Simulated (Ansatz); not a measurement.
**TaSi2N4 monolayer in a perpendicular field**

Aim: how the TaSi2N4 monolayer screens a field along its normal, and what the field does to its bands. A positive field points along +c.

Calculated with Ansatz 0.2.0; plane-wave DFT, PBE-D3(BJ), Ansatz PAW.

### Step 1. The structure

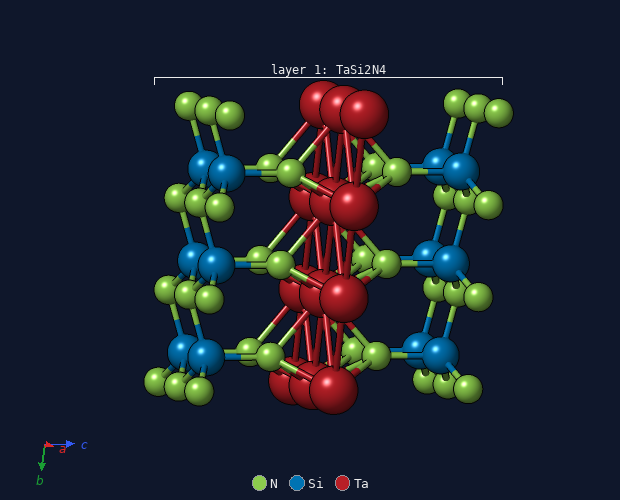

Start, viewed from the side, with the c axis across the page; nitrogen green, silicon blue, tantalum red. 2×3×1 cells are drawn. Bonds to atoms that aren't drawn are left out. Some periodic images of atoms are drawn too.

The cell holds 7 atoms: 4 N, 2 Si and 1 Ta. Cell: a = 2.920 Å, b = 2.920 Å, c = 45.628 Å, α = 90.0°, β = 90.0°, γ = 120.0°. Vacuum lies along c.

Structure file:

```xyz
7
Lattice="2.9200 0.0000 0.0000 -1.4600 2.5288 0.0000 0.0000 0.0000 45.6276" Properties=species:S:1:pos:R:3
N     0.0000    0.0000   19.1500
Si    0.0000    1.6859   19.6194
N     0.0000    1.6859   21.3694
Ta    0.0000    0.0000   22.8138
N     0.0000    1.6859   24.2582
Si    0.0000    1.6859   26.0082
N     0.0000    0.0000   26.4776
```

### Step 2. Relaxation

The starting cell is a guess, so the in-plane lattice and the atoms are relaxed first, with the slab cut off from its images along the normal.

File input.yaml:

```yaml
crystal:
  lattice:
    - [2.92, 0.0, 0.0]
    - [-1.46, 2.5287941791, 0.0]
    - [0.0, 0.0, 45.6276474669]
  atoms:
    - { symbol: "N", position: [0.0, 0.0, 0.4197016735] }
    - { symbol: Si, position: [0.3333333333, 0.6666666667, 0.4299900032] }
    - { symbol: "N", position: [0.3333333333, 0.6666666667, 0.4683439421] }
    - { symbol: Ta, position: [0.0, 0.0, 0.5], spin: 1.0 }
    - { symbol: "N", position: [0.3333333333, 0.6666666667, 0.5316560579] }
    - { symbol: Si, position: [0.3333333333, 0.6666666667, 0.5700099968] }
    - { symbol: "N", position: [0.0, 0.0, 0.5802983265] }
  periodic: [true, true, false]
magnetization:
  spin_polarized: true
kpoints:
  mp_grid: { grid: [12, 12, 1] }
hamiltonian:
  xc: pbe
  dispersion: d3bj
scf:
  occupations: { method: fermi_dirac, width: 0.05 }
  convergence: { dr2_threshold: 1.0e-09 }
relax:
  f_tol: 0.004
  max_steps: 90
  cell: {}
output:
  write_potential: true
  write_density: true
  volumetric_format: npy
```

On the command line:

```
ansatz run input.yaml --threads 2 --pin off --max-ram 3072MiB --backend cpu --events-out ev --progress --plain --runs-dir out
```

Numbers of over 12 decimals in the logs are rounded to 6 here.

The log of the run:

```text
Warning: relax.cell: scf.convergence.dr2_threshold = 1e-9 eV is looser than the 2.3314109548e-10 eV advised for a relaxation that steers and ends on the stress (1e-10 eV for each atom of the cell: 7, times the square of relax.cell.stress_2d_tol = 0.05 N/m over 17.3 Å (the atoms' height at the walk's start and 5 Å past either face), 2.886e-2 GPa, over a crystal's default 0.05). What an SCF threshold leaves in a stress goes as its square root, and in the free energy as the threshold itself, and one threshold admits the most on a small cell: [figures from the program's tests cut] Set scf.convergence.dr2_threshold to 2.3314109548e-10 eV or tighter. [rest of the remark cut]
Engine: ansatz 0.2.0, aarch64-unknown-linux-gnu
Pseudopotentials: kind: paw
Pseudopotential: N, paw, valence charge 5, recommended cutoff 420 eV (normal), N.paw.azcp
Pseudopotential: Si, paw, valence charge 4, recommended cutoff 420 eV (normal), Si.paw.azcp
Pseudopotential: Ta, paw, valence charge 13, recommended cutoff 420 eV (normal), Ta.paw.azcp
Functional definition: PBE
  parameter kappa = 0.804
  parameter beta = 0.066725
  exchange = pbe_x(kappa = kappa, mu = beta*pi^2/3)
  correlation = pbe_c(beta = beta)
Crystal: 7 atoms, lattice volume = 336.918 Å³
Basis set: ecut = 420 eV, 6525 PW (Γ), exchange–correlation on 40×40×640 points (8 copies of the dense FFT grid, shifted against one another)
Bands: 28, of which v1, the nominal top of the filled ones, is band 21 counted from 1 (20 counted from 0)
Symmetry: 12 space group operations
Space group: P-6m2 (ITA 187), of the structure as read, at distance tolerance 7.0e-5 Å
Magnetic group: BNS 187.209 (UNI 1439), of the structure as read, at distance tolerance 7.0e-5 Å
k-points: 19 of 144 (time reversal used)
Non-local potential: N, projectors of the file, l = 0: 2, l = 1: 2, l = 2: 1
Non-local potential: Si, projectors of the file, l = 0: 2, l = 1: 2, l = 2: 2
Non-local potential: Ta, projectors of the file, l = 0: 3, l = 1: 2, l = 2: 2, l = 3: 1
PAW form: soft (Blöchl's): semilocal exchange-correlation on the pseudo side does not see the compensation charge
PAW one-centre angular grid: N, 110 points (default); XC on 64 Gauss nodes
PAW one-centre angular grid: Si, 110 points (default); XC on 64 Gauss nodes
PAW one-centre angular grid: Ta, 590 points (default); XC on 64 Gauss nodes
Initial density: superposition of atomic densities (neutral atoms: chi_scale 0, normalization atom)
Starting moments: Σ|m| = 1 μB on 1 of 7 sites
Initial wavefunctions: pseudopotential atomic-orbital guess
Functional: x = pbe(κ = 0.804, μ = 0.219515), c = pbe(β = 0.066725)
SCF iter   1: F=—  HF=-12755.171247 eV  |F-HF|=—  |Δ(HF+E_count)|=         —  Δρ=4.22e-2 (↑4.22e-2 ↓4.17e-2)  dr2=2.75e1  dr2_m=4.34e-2  M=0.741 μB ∫|m|=0.771 μB  β_m=0.30  ethr=3.10e-3  ⟨swp⟩=13.8  Hψ=9281  notcnv=0  defer=7
Mixer restart at iter 1: flushing history
preconditioner: auto → LDOS  [metal: Δε(μ)=0.046 eV  Ē_g=13.255 eV  σ=0.050 eV  W_gap=0.22  n_scr=26 (ndim 8)  ℏωp=11.6 eV  f_vac=0.752  D(μ)=1.22/eV (n_scr^D=10)]
spin=Collinear: LDOS preconditioning applied to the charge; magnetization (m = ρ↑ − ρ↓) channel mixes plain (no charge-response kernel on spin).
SCF iter   2: F=—  HF=-12748.600036 eV  |F-HF|=—  |Δ(HF+E_count)|=    6.57e0  Δρ=1.73e-2 (↑1.73e-2 ↓1.69e-2)  dr2=4.81e0  dr2_m=2.05e-2  M=0.744 μB ∫|m|=0.767 μB  β_m=0.39  ethr=3.10e-3  ⟨swp⟩=5.4  Hψ=3696  notcnv=0  defer=60
SCF iter   3: F=—  HF=-12747.587502 eV  |F-HF|=—  |Δ(HF+E_count)|=    1.01e0  Δρ=6.78e-3 (↑6.64e-3 ↓6.78e-3)  dr2=3.83e-1  dr2_m=5.26e-3  M=0.737 μB ∫|m|=0.748 μB  β_m=0.55  ethr=3.10e-3  ⟨swp⟩=4.8  Hψ=2945  notcnv=0  defer=61
SCF iter   4: F=—  HF=-12747.565087 eV  |F-HF|=—  |Δ(HF+E_count)|=   2.24e-2  Δρ=1.67e-3 (↑1.67e-3 ↓1.66e-3)  dr2=2.95e-2  dr2_m=7.73e-4  M=0.733 μB ∫|m|=0.737 μB  β_m=0.58  ethr=9.35e-4  ⟨swp⟩=3.2  Hψ=1967  notcnv=0  defer=61
SCF iter   5: F=—  HF=-12747.570054 eV  |F-HF|=—  |Δ(HF+E_count)|=         —  Δρ=6.06e-4 (↑6.06e-4 ↓5.68e-4)  dr2=1.01e-3  dr2_m=4.88e-4  M=0.710 μB ∫|m|=0.713 μB  β_m=0.58  ethr=7.20e-5  ⟨swp⟩=3.5  Hψ=2773  notcnv=0  defer=58
SCF iter   6: F=—  HF=-12747.570926 eV  |F-HF|=—  |Δ(HF+E_count)|=   8.71e-4  Δρ=3.27e-4 (↑3.15e-4 ↓3.27e-4)  dr2=2.85e-4  dr2_m=1.68e-4  M=0.710 μB ∫|m|=0.713 μB  β_m=0.79  ethr=2.47e-6  ⟨swp⟩=3.7  Hψ=2432  notcnv=0  defer=58
SCF iter   7: F=—  HF=-12747.571590 eV  |F-HF|=—  |Δ(HF+E_count)|=   6.65e-4  Δρ=6.27e-5 (↑6.27e-5 ↓6.19e-5)  dr2=1.30e-5  dr2_m=6.10e-6  M=0.713 μB ∫|m|=0.716 μB  β_m=0.89  ethr=6.94e-7  ⟨swp⟩=3.1  Hψ=2283  notcnv=0  defer=58
SCF iter   8: F=—  HF=-12747.571427 eV  |F-HF|=—  |Δ(HF+E_count)|=   1.63e-4  Δρ=2.90e-5 (↑2.29e-5 ↓2.90e-5)  dr2=2.43e-6  dr2_m=1.67e-6  M=0.716 μB ∫|m|=0.719 μB  β_m=0.95  ethr=3.17e-8  ⟨swp⟩=3.6  Hψ=2612  notcnv=0  defer=58
SCF iter   9: F=—  HF=-12747.571438 eV  |F-HF|=—  |Δ(HF+E_count)|=   1.07e-5  Δρ=1.69e-5 (↑1.40e-5 ↓1.69e-5)  dr2=3.52e-7  dr2_m=6.90e-7  M=0.719 μB ∫|m|=0.722 μB  β_m=0.97  ethr=5.93e-9  ⟨swp⟩=3.5  Hψ=2389  notcnv=0  defer=58
SCF iter  10: F=—  HF=-12747.571441 eV  |F-HF|=—  |Δ(HF+E_count)|=   2.77e-6  Δρ=7.31e-6 (↑5.77e-6 ↓7.31e-6)  dr2=4.29e-7  dr2_m=9.15e-8  M=0.722 μB ∫|m|=0.725 μB  β_m=0.86  ethr=8.58e-10  ⟨swp⟩=4.8  Hψ=2980  notcnv=0  defer=58
SCF iter  11: F=—  HF=-12747.571441 eV  |F-HF|=—  |Δ(HF+E_count)|=   2.01e-7  Δρ=2.48e-6 (↑1.99e-6 ↓2.48e-6)  dr2=3.38e-8  dr2_m=1.11e-8  M=0.723 μB ∫|m|=0.726 μB  β_m=0.84  ethr=8.58e-10  ⟨swp⟩=3.2  Hψ=2399  notcnv=0  defer=58
SCF iter  12: F=—  HF=-12747.571441 eV  |F-HF|=—  |Δ(HF+E_count)|=   1.49e-7  Δρ=8.56e-7 (↑8.56e-7 ↓6.71e-7)  dr2=4.76e-9  dr2_m=4.65e-10  M=0.723 μB ∫|m|=0.726 μB  β_m=0.78  ethr=8.25e-11  ⟨swp⟩=3.4  Hψ=2506  notcnv=0  defer=58
SCF iter  13: F=-12747.571441 eV  HF=-12747.571441 eV  |F-HF|=1.81e-8  |Δ(HF+E_count)|=   4.71e-8  Δρ=2.66e-7 (↑2.15e-7 ↓2.66e-7)  dr2=2.29e-10  dr2_m=8.98e-11  M=0.723 μB ∫|m|=0.727 μB  ethr=2.44e-12  ⟨swp⟩=10.7  Hψ=9773  notcnv=0
SCF 1 converged in 13 iterations: F = -12747.571441 eV  dr2 = 2.29e-10
  greatest PAW one-centre occupation: 0.999 electrons in one spin orbital (limit 2), on the Ta atom at site 3 (counted from 0), in its partial waves of l = 0
relax step   1: F+E_penalty+E_count = -12747.57144092 eV  Δ(F+E_penalty+E_count) = +0.000e0 eV  max|allowed force component| = 3.370e0 eV/Å  Δτ_max = 0.0000 Å  P = +2.599 N/m  Ω = 336.918 Å³  fix = [c, alpha, beta]  reactions: c +0.000 N/m  (13 SCF iters, accepted)
Crystal: 7 atoms, lattice volume = 339.841 Å³
[...]
relax step   8: F+E_penalty+E_count = -12748.35490420 eV  Δ(F+E_penalty+E_count) = +7.992e-5 eV  max|allowed force component| = 8.582e-5 eV/Å  Δτ_max = 0.0004 Å  P = +0.002 N/m  Ω = 344.008 Å³  energy of the carried Pulay correction = -9.390e-5 eV  fix = [c, alpha, beta]  reactions: c +0.000 N/m  (7 SCF iters, accepted)
iter 1 solved again at ethr=1.44e-7 eV; its pass at ethr=3.10e-3 eV (dr2=5.92e-5 eV) is discarded
SCF iter   1: F=—  HF=-12748.354797 eV  |F-HF|=—  |Δ(HF+E_count)|=         —  Δρ=5.13e-6 (↑5.13e-6 ↓5.08e-6)  dr2=9.25e-9  dr2_m=1.17e-10  M=0.694 μB ∫|m|=0.702 μB  β_m=0.65  ethr=1.44e-7  ⟨swp⟩=7.7  Hψ=16177  notcnv=0
eigensolver tolerance schedule: the retry pair's looser diagonalisation over-reported the residual by 6404.42 of it (diagonalisation noise at 0.43 of the residual, at the tolerance the schedule requests for it); recorded, not acted on — ethr = c·dr2/N_el stays at c = 1.0e-1
preconditioner: auto → LDOS  [metal: Δε(μ)=0.023 eV  Ē_g=12.330 eV  σ=0.050 eV  W_gap=0.11  n_scr=26 (ndim 8)  ℏωp=11.5 eV  f_vac=0.768  D(μ)=2.27/eV (n_scr^D=14)]
spin=Collinear: LDOS preconditioning applied to the charge; magnetization (m = ρ↑ − ρ↓) channel mixes plain (no charge-response kernel on spin).
SCF iter   2: F=—  HF=-12748.354964 eV  |F-HF|=—  |Δ(HF+E_count)|=   1.67e-4  Δρ=1.82e-6 (↑1.82e-6 ↓1.80e-6)  dr2=2.12e-9  dr2_m=6.84e-11  M=0.694 μB ∫|m|=0.702 μB  β_m=0.55  ethr=2.26e-11  ⟨swp⟩=6.4  Hψ=4457  notcnv=0
SCF iter   3: F=—  HF=-12748.354986 eV  |F-HF|=—  |Δ(HF+E_count)|=   2.15e-5  Δρ=8.21e-7 (↑8.21e-7 ↓8.14e-7)  dr2=3.05e-10  dr2_m=4.32e-11  M=0.694 μB ∫|m|=0.702 μB  β_m=0.63  ethr=5.18e-12  ⟨swp⟩=4.1  Hψ=2443  notcnv=0
iter 4 met the thresholds in force, and the SCF goes on: an eigenvalue changes by 2.30 meV, over its tolerance of 0.05 meV (output.eigenvalues, Limitations)
SCF iter   4: F=-12748.354997 eV  HF=-12748.354996 eV  |F-HF|=4.30e-7  |Δ(HF+E_count)|=   1.08e-5  Δρ=1.07e-7 (↑1.02e-7 ↓1.07e-7)  dr2=1.44e-11  dr2_m=1.64e-11  M=0.694 μB ∫|m|=0.702 μB  β_m=0.69  ethr=1.00e-12  ⟨swp⟩=17.4  Hψ=10619  notcnv=0
iter 5 met the thresholds in force, and the SCF goes on: an eigenvalue changes by 1.80 meV, over its tolerance of 0.05 meV (output.eigenvalues, Limitations)
SCF iter   5: F=-12748.354997 eV  HF=-12748.354997 eV  |F-HF|=6.33e-8  |Δ(HF+E_count)|=   3.67e-7  Δρ=6.23e-8 (↑5.38e-8 ↓6.23e-8)  dr2=2.91e-12  dr2_m=9.53e-12  M=0.694 μB ∫|m|=0.702 μB  β_m=1.00  ethr=1.00e-12  ⟨swp⟩=10.8  Hψ=7471  notcnv=0
Mixer restart at iter 5: flushing history
SCF iter   6: F=-12748.354997 eV  HF=-12748.354997 eV  |F-HF|=1.86e-10  |Δ(HF+E_count)|=   6.32e-8  Δρ=4.90e-8 (↑4.90e-8 ↓3.54e-8)  dr2=1.26e-11  dr2_m=4.56e-12  M=0.694 μB ∫|m|=0.702 μB  ethr=1.00e-12  ⟨swp⟩=10.5  Hψ=7586  notcnv=0
SCF 9 converged in 6 iterations: F = -12748.354997 eV  dr2 = 1.26e-11
relax step   9: F+E_penalty+E_count = -12748.35499677 eV  Δ(F+E_penalty+E_count) = -9.257e-5 eV  max|allowed force component| = 8.008e-5 eV/Å  Δτ_max = 0.0000 Å  P = +0.003 N/m  Ω = 344.008 Å³  fix = [c, alpha, beta]  reactions: c +0.000 N/m  stress off target by 2.91e-3 N/m on what of the cell is left free  SCF on the basis re-selected at this cell (its energy is not comparable with the rows above)  (6 SCF iters)
basis re-selected at this cell: Δ(F+E_penalty+E_count) = -9.257e-5 eV, ΔP = +0.001 N/m vs the last step (what re-selecting the basis moved, of the pressure what is left beyond the Pulay correction that the steps carried, after the strain that the cell walked since its last selection, with what the two solves' SCF thresholds leave and, on support functions, any second-order correction that the steps lacked; it is no m [...]
WARN: The output density's exchange-correlation potential varies sharply where the density is thin. Do not read a vacuum level from v_tot or v_xc, or from such a field of the output density. On a cell that repeats whose density bears no net charge and no dipole along the vacuum's axis use v_es (v_loc + v_h of the components); under efield.dipole_correction with no amplitude use v_es + v_field, which holds any externa [...]
SCF converged after 6 iterations
an eigenvalue changed by more than its tolerance at an iteration that met the thresholds in force, so the SCF went on 2 times, its first undamped step at iteration 5: the last check found none over its tolerance
Magnetization: 0.6944 μB (20.8472 up, 20.1528 down)
Absolute magnetization: 0.7024 μB (∫|ρ↑−ρ↓|, with the PAW one-centre terms)
Spin contamination: 0.0023 ħ² per cell (⟨S²⟩ above its minimum at these occupations)
Per-site moments (μB) at R_I (Å): [(0.00755843, 0.732819), (0.002697, 0.721586), (0.011293, 0.721586), (0.233465, 0.873377), (0.011293, 0.721586), (0.002697, 0.721586), (0.00755843, 0.732819)]
Free energy (F): -12748.354997 eV
Harris-Foulkes:  -12748.354997 eV  (|F-HF|=1.86e-10)
Internal energy: -12748.337525 eV  (E = F + TS)
E sigma→0 (E₀):  -12748.346261 eV
Entropy (-TS):   -0.017472 eV (-2.496 meV/atom)
Fermi energy:    -5.315108 eV
--- Per-component energies (eV) ---
  E_band       = -809.509126
  E_kinetic    = 990.489818
  E_local      = -177903.077425  (includes V_loc(G=0)·N_el)
  E_nonlocal   = 244.573354
  E_hartree    = 88332.827914
  E_xc         = -574.644568
  E_vxc        = -610.472932  (∫ρ·V_xc dr)
  E_paw        = -9933.108594  (= ΣΔE_a)
  E_vpaw       = -196.678025  (= ΣTr[D̂ρ^β])
  E_aug_tail   = 0.000614  (compensation charges beyond the density's cutoff)
  E_ewald      = 86096.403327
  E_disp       = -1.801965  (pairwise vdW)
  E_smearing   = -0.017472  (= −TS)
  E_closure    = -0.000000  (closes the sum)
  Σ components = -12748.354997   (vs F -12748.354997, Δ=0.00e0)
--- Forces (eV/Å), atoms counted from 1 ---
  atom   1  N     -0.00000000    -0.00000000    -0.00005432
  atom   2  Si     0.00000000     0.00000000     0.00008008
  atom   3  N     -0.00000000    -0.00000000    -0.00000090
  atom   4  Ta    -0.00000000    -0.00000000     0.00000000
  atom   5  N     -0.00000000    -0.00000000     0.00000090
  atom   6  Si     0.00000000     0.00000000    -0.00008008
  atom   7  N     -0.00000000    -0.00000000     0.00005432
  max |Σ_I F_I| component: 8.14e-16 eV/Å
--- 2D stress c σ (N/m, compression-positive) ---
        0.002906      -0.000000       0.000000
        0.000000       0.002906       0.000000
        0.000000       0.000000       0.000000
  P = ½ c Tr σ = 0.0029 N/m
--- Band table (eV; the first three rows and the last of 38) ---
  k-point 0 ↑: bands = [... 17 lower, -7.6245, -7.5312, -7.5312, -4.7726, -1.6855, -1.6846, -1.6803, -1.6803, ... 3 higher]
  k-point 1 ↑: bands = [... 17 lower, -7.7947, -7.6664, -7.4191, -4.8378, -2.1202, -1.6532, -1.5748, -1.0184, ... 3 higher]
  k-point 2 ↑: bands = [... 17 lower, -8.0732, -8.0042, -7.4712, -5.2463, -2.1363, -1.5471, -1.4843, -0.3365, ... 3 higher]
  k-point 18 ↓: bands = [... 17 lower, -9.3404, -7.4289, -6.6513, -4.5013, -1.6272, -1.2515, 0.0707, 0.4231, ... 3 higher]
  the weakly bound empty levels are not read free of the cell's end (no_gap_told)
--- Relaxed structure (7 steps of the walk, 7 accepted, 2 SCFs on fresh bases) ---
  F+E_penalty+E_count = -12748.35499677 eV   max|allowed force component| = 8.008e-5 eV/Å   (the final SCF, on the basis selected at the relaxed cell)
  cell:  # Å, volume = 344.0075 Å³
    - [2.950561, 0, 0.0]
    - [-1.475281, 2.555261, 0.0]
    - [0.0, 0.0, 45.6276474669]
  atoms:
    - { symbol: N, position: [1.0573552618554984e-17, -5.1357255561990634e-17, 0.423056] }
    - { symbol: Si, position: [0.333333, 0.666667, 0.434105] }
    - { symbol: N, position: [0.333333, 0.666667, 0.472443] }
    - { symbol: Ta, position: [1.0573552618555015e-17, -5.1357255561990634e-17, 0.5] }
    - { symbol: N, position: [0.333333, 0.666667, 0.527557] }
    - { symbol: Si, position: [0.333333, 0.666667, 0.565895] }
    - { symbol: N, position: [1.0573552618554984e-17, -5.1357255561990634e-17, 0.576944] }
```

Run time: 7.1 min. Hardware: 2 threads of Arm Neoverse N1, shared host; peak memory 0.72 GiB.

Relaxation path:

| step | energy less that of the first step (eV) | largest force component (eV/Å) | volume (Å³) |
| --- | --- | --- | --- |
| 1 | 0.0000 | 3.3696 | 336.92 |
| 2 | -0.7605 | 0.5729 | 339.84 |
| 3 | -0.7757 | 0.2843 | 342.91 |
| 4 | -0.7781 | 0.0577 | 343.94 |
| 5 | -0.7783 | 0.0043 | 343.87 |
| 6 | -0.7784 | 0.0001 | 343.86 |
| 7* | -0.7835 | 0.0002 | 343.86 |
| 8 | -0.7835 | 0.0001 | 344.01 |
| 9* | -0.7836 | 0.0001 | 344.01 |

Relaxation steps marked * repeat the geometry before them on a plane-wave basis chosen anew for their cell, so energy and pressure can jump there.

Forces are held to the 12 operations that the run works with; a distortion that breaks them can't arise in this run.

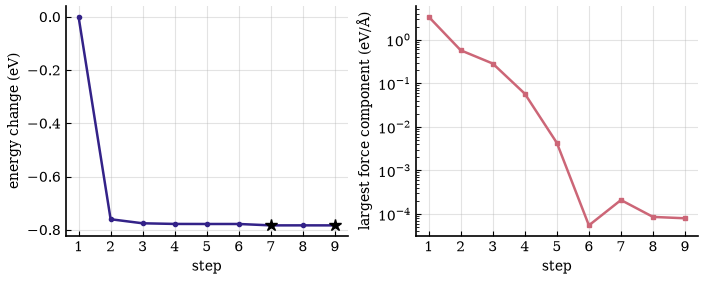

Energy and largest force along the relaxation. Stars mark steps on a basis chosen anew.

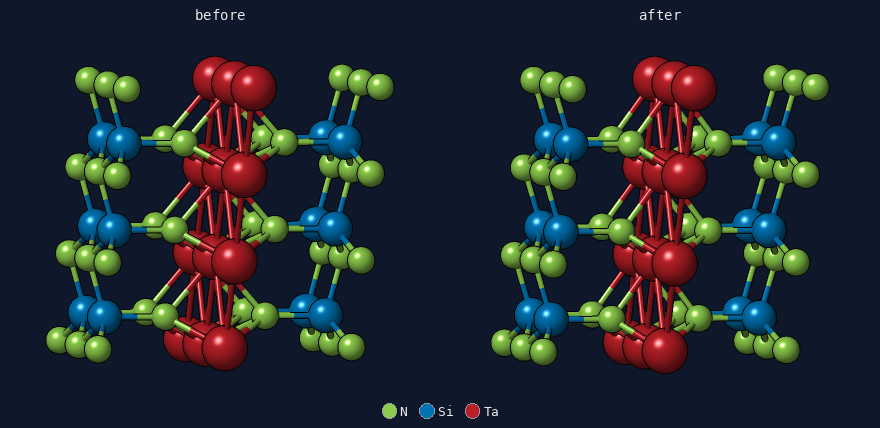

The structure before and after the relaxation, drawn at the same scale. Bonds to atoms that aren't drawn are left out.

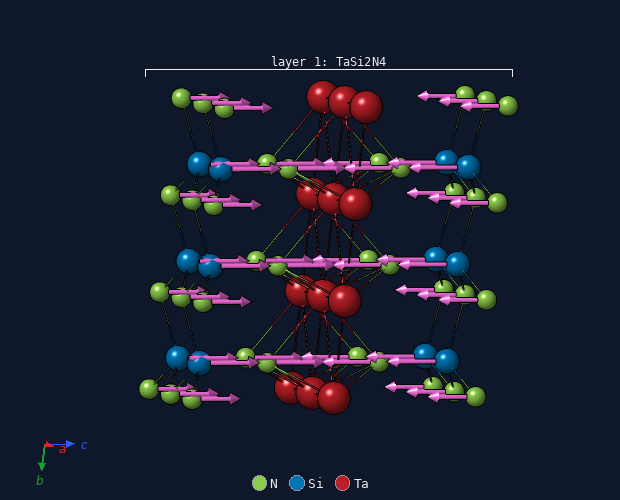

Displacements in the relaxation, exaggerated, measured against the changing cell; the longest in the cell stands for 0.19 Å. Bonds to atoms that aren't drawn are left out. 2×3×1 cells are drawn. Some periodic images of atoms are drawn too.

| cell as run | before | after | change |
| --- | --- | --- | --- |
| a (Å) | 2.920 | 2.951 | +1.0 % |
| b (Å) | 2.920 | 2.951 | +1.0 % |

The atoms that moved most (Å, along periodic axes as changes of fractional coordinates times the final cell, across vacuum about the mean position):

| atom | dx | dy | dz | length |
| --- | --- | --- | --- | --- |
| Si6 | 0.000 | 0.000 | -0.188 | 0.188 |
| Si2 | 0.000 | 0.000 | 0.188 | 0.188 |
| N3 | 0.000 | 0.000 | 0.187 | 0.187 |
| N5 | 0.000 | 0.000 | -0.187 | 0.187 |
| N7 | 0.000 | 0.000 | -0.153 | 0.153 |
| N1 | 0.000 | 0.000 | 0.153 | 0.153 |

The relaxed structure:

```xyz
7
Lattice="2.9506 0.0000 0.0000 -1.4753 2.5553 0.0000 0.0000 0.0000 45.6276" Properties=species:S:1:pos:R:3
N     0.0000    0.0000   19.3031
Si    0.0000    1.7035   19.8072
N     0.0000    1.7035   21.5565
Ta    0.0000    0.0000   22.8138
N     0.0000    1.7035   24.0712
Si    0.0000    1.7035   25.8205
N     0.0000    0.0000   26.3246
```

This step gave:

| Item | Value |
| --- | --- |
| energy at zero smearing | -12748.3463 eV |
| total moment | 0.6944 μB |
| site moments | 0.007558, 0.002697, 0.01129, 0.2335, 0.01129, 0.002697, 0.007558 μB |

Site moment by atom:

| atom | site moment (μB) |
| --- | --- |
| N1 | 0.008 |
| Si2 | 0.003 |
| N3 | 0.011 |
| Ta4 | 0.233 |
| N5 | 0.011 |
| Si6 | 0.003 |
| N7 | 0.008 |

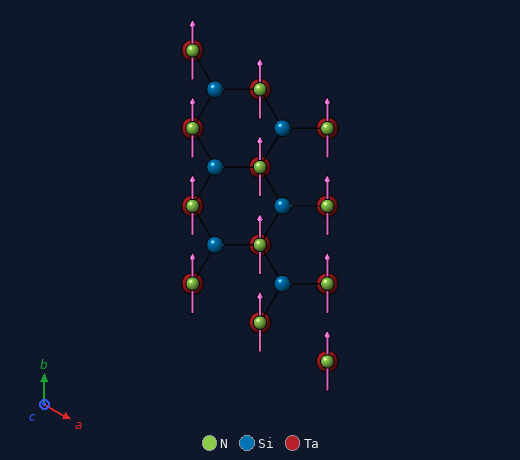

Site moment as arrows, the longest 0.233 μB. Up and down stand for the sign. Arrows give size and sign along the axis of quantisation, drawn up and down the page. Bonds to atoms that aren't drawn are left out. 2×3×1 cells are drawn. Some periodic images of atoms are drawn too.

The lattice constant a goes from 2.920 to 2.951 Å.

(Part 1 of 3 ends here.)

[Logs are printed without paths, hosts, clocks, repeated set-up lines and the standing remarks that a program may print on its own settings, such as how far it seeks lower states.]

[Hosts, paths, dates, database ids (printed as entryN), source tags and the programs' standing remarks are cut or masked in the printed files.]

[Maps of the electrostatic potential energy from Ansatz leave out the sawtooth potential of an applied field or a dipole correction, so their vacuum need not be flat; planar profiles and work functions include it.]
